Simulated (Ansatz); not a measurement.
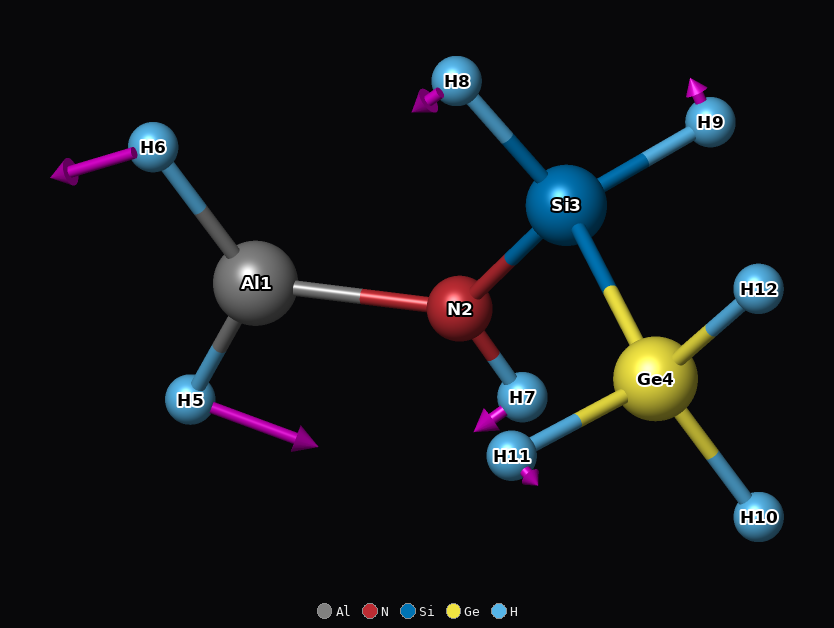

The arrows show one normal mode. Harmonic vibrations computed with RKS PBE0-D4/def2-TZVP (Ansatz 0.2.0) at a stationary point of the same level.

Q: Describe the motion.

A: Mostly H–Al–N bending.

Q: Estimate its harmonic wavenumber.

A: 492 cm⁻¹; it is mode 9 of 30 counted from the lowest.
